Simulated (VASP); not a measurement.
Band structure of LiCl (rock salt). Level of theory: optB88-vdW, VASP's PBE PAW potentials (set 64) (plane waves; VASP 6.6.1).

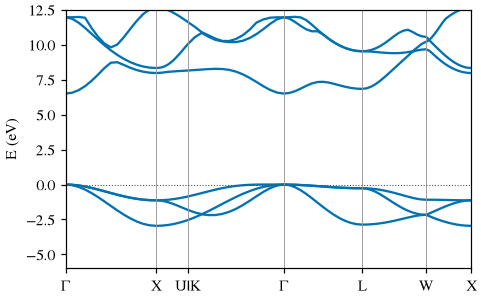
Fig. 1. Bands along high-symmetry lines, zero at the valence-band maximum or, without a gap, the Fermi level

Task: Read the plot: is there a gap, and where are the band edges?

Result: The gap is indirect, 6.50 eV, from the valence maximum at K-Γ at 0.79 to the conduction minimum at Γ. (Edges off the drawn lines would not show.)

Measured: gap 9.40 eV (computed value off by -2.90 eV), as given by Wei Chen et al., Physical Review Materials (2018), doi:10.1103/physrevmaterials.2.073803.

The compound is LiCl in the rock salt structure. It was relaxed first.
